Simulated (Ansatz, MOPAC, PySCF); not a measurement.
Dissociation curve of SMILES B, singlet. The B1–H4 bond (B1 also carries H, H; H4 carries nothing else) is pulled apart rigidly from the PBE0/def2-TZVP optimised geometry.

```
4

B      0.0000     0.0000     0.0000
H      0.0000     1.0335    -0.5967
H      0.0005    -1.0335    -0.5967
H      0.0000     0.0000     1.1934
```

- UMP2/6-31G* = unrestricted MP2 (frozen core)/6-31G*, spherical d (PySCF)
- RMP2/6-31G* = restricted MP2 (frozen core)/6-31G*, spherical d (PySCF 2.14.0)
- UKS-BP86/6-31G* = unrestricted BP86/6-31G*, spherical d run with PySCF
- RHF/def2-SVP (Ansatz, an electronic-structure program)
- PM3, restricted, heats of formation (MOPAC)

Energies are in kJ/mol, each relative to the lowest point of its own curve near equilibrium.

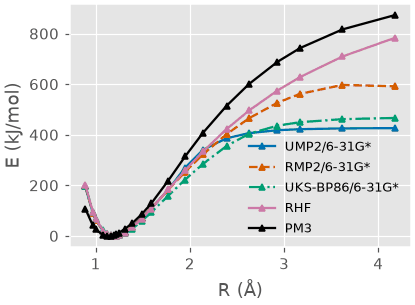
Figure: Energy against bond length for each method.

```
R / Å  UMP2/6-31G*  RMP2/6-31G*  UKS-BP86/6-31G*    RHF    PM3
-----  -----------  -----------  ---------------  -----  -----
0.89         195.8        195.8            198.8  202.5  107.8
0.97          90.3         90.3             93.9   95.0   41.2
1.00          63.8         63.8             67.3   67.8   25.6
1.08          18.7         18.7             21.3   20.8    3.1
1.12           7.2          7.2              9.0    8.4    0.0
1.16           1.3          1.3              2.1    1.8    0.9
1.19           0.0          0.0              0.0    0.0    3.6
1.22           1.0          1.0              0.0    0.5    7.9
1.25           3.8          3.8              1.9    3.0   13.4
1.31          14.4         14.4             10.3   13.0   27.3
1.39          35.8         35.8             28.5   33.9   50.5
1.49          70.0         70.0             58.6   68.3   86.0
1.59         108.8        108.8             93.0  107.7  128.2
1.77         182.1        182.1            158.6  183.7  218.3
1.95         269.9        253.3            222.7  259.1  314.3
2.14         340.6        322.6            284.8  334.0  407.8
2.39         386.2        402.2            355.7  422.4  514.5
2.63         406.5        465.4            404.0  496.2  601.3
2.93         417.8        526.6            435.9  574.8  688.4
3.17         421.9        561.8            449.6  628.2  742.8
3.62         425.0        596.9            461.7  709.4  816.5
4.18         426.1        591.6            466.3  783.6  873.5
```

At the longest distance, 4.18 Å, PM3 lies highest above its minimum (873.5 kJ/mol) and UMP2/6-31G* lowest (426.1 kJ/mol).

The unrestricted determinant behind UMP2/6-31G* is spin-contaminated at 1.95 to 4.18 Å (<S²> up to 1.0, against 0.00 for a pure singlet). The restricted form behind RMP2/6-31G*, RHF, PM3 keeps the bonding electrons paired and can't separate into open-shell fragments. The unrestricted determinant behind UKS-BP86/6-31G* is spin-contaminated at 2.63 to 4.18 Å (<S²> up to 1.0, against 0.00 for a pure singlet).
